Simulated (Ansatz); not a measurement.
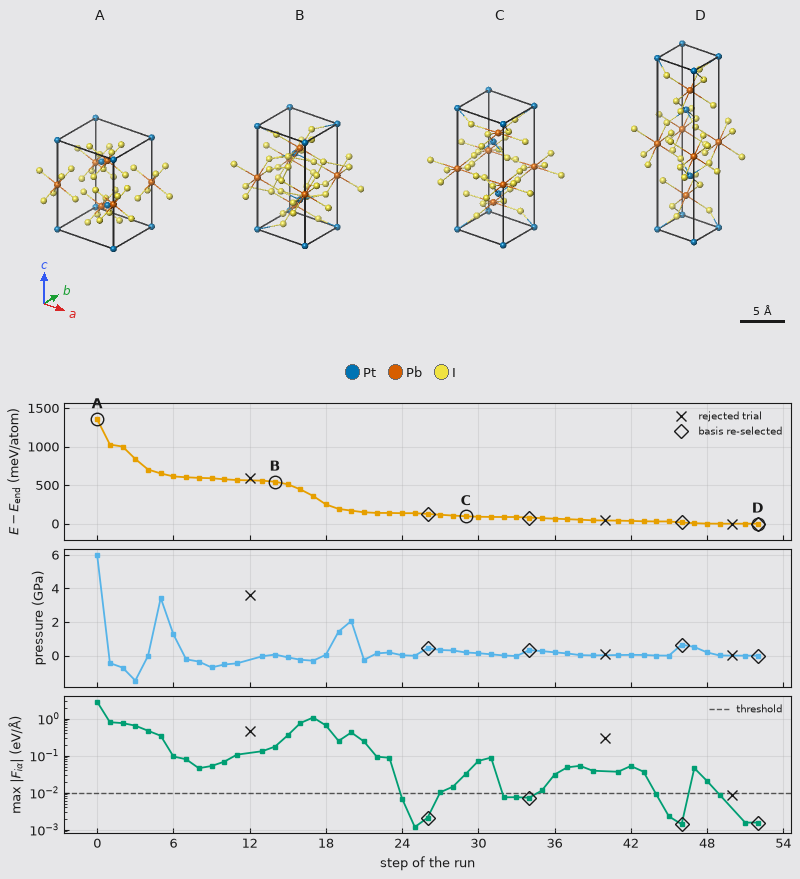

Frames of a relaxation of crystalline PtPbI₆ (built on the KCrF6-148 type type), marked on the history of the run. Style: ball-and-stick. Shown: the conventional cell (3 times the calculation's cell), slightly off an axis. Lengths and directions refer to the drawn axes.

The calculation used DFT, PBEsol, plane waves, PAW (Ansatz 0.2.0).

The input:
```yaml
crystal:
  lattice:
    - [5.39996129, 3.1176691, 3.50376249]
    - [-5.39996129, 3.1176691, 3.50376249]
    - [0.0, -6.23533821, 3.50376249]
  atoms:
    - { symbol: Pt, position: [0.0, 0.0, 0.0] }
    - { symbol: Pb, position: [0.5, 0.5, 0.5] }
    - { symbol: I, position: [0.58297754, 0.26425064, 0.21942308] }
    - { symbol: I, position: [0.26425064, 0.21942308, 0.58297754] }
    - { symbol: I, position: [0.78057692, 0.41702246, 0.73574936] }
    - { symbol: I, position: [0.73574936, 0.78057692, 0.41702246] }
    - { symbol: I, position: [0.41702246, 0.73574936, 0.78057692] }
    - { symbol: I, position: [0.21942308, 0.58297754, 0.26425064] }
kpoints:
  mp_grid: { grid: [4, 4, 4] }
hamiltonian:
  xc: pbesol
scf:
  occupations: { method: fermi_dirac, width: 0.03 }
relax:
  f_tol: 0.01
  cell: {}
  max_steps: 120
```

Run as
```bash
ansatz run input.yaml --threads 4 --pin off --max-ram 4608MiB --backend cpu --events-out ev --progress --plain --runs-dir out
```

### What happens along the run?

The largest moves relative to the cell, 1.84 Å, are those of I3, I4, I5, I6, I7 and I8. I7 goes roughly along [−2 −3 −1]. Pt and Pb stay in place. Cell: a = b 10.800 → 7.026 Å (−34.9 %), c 10.511 → 20.186 Å (+92.0 %). Volume −18.7 %. Among the contacts that change: Pt1–I3 4.122 → 2.677 Å, Pb2–I3 2.625 → 3.232 Å. New bonds form, among them: Pt1–I3 (4.12 → 2.68 Å), Pt1–I4 (4.12 → 2.68 Å), Pt1–I5 (4.12 → 2.68 Å), Pt1–I6 (4.12 → 2.68 Å). The space group stays R-3 (No. 148). The energy falls by 1355 meV per atom in 45 accepted moves (52 points after the start). Largest force component: 2.8 eV/Å at the start, 0.0016 eV/Å at the end. The pressure goes from 5.97 to 0.00 GPa. The line search rejected the trial steps at points 12, 40, 50 of the run. At 4 points the geometry stayed and the basis and grid were re-selected for the new cell (energy shift of 13.7 meV per atom at most each time). The run took 5 min on 4 threads of Arm Neoverse V1, with other jobs on the host, peak memory 1.1 GiB. From step 0 to 14: I atoms move most (1.10 Å), volume −16.7 %, energy −810 meV per atom. From step 14 to 29: I atoms move most (1.17 Å), volume +8.5 %, energy −448 meV per atom. From step 29 to 52: I atoms move most (0.84 Å), volume −10.1 %, energy −96.3 meV per atom.
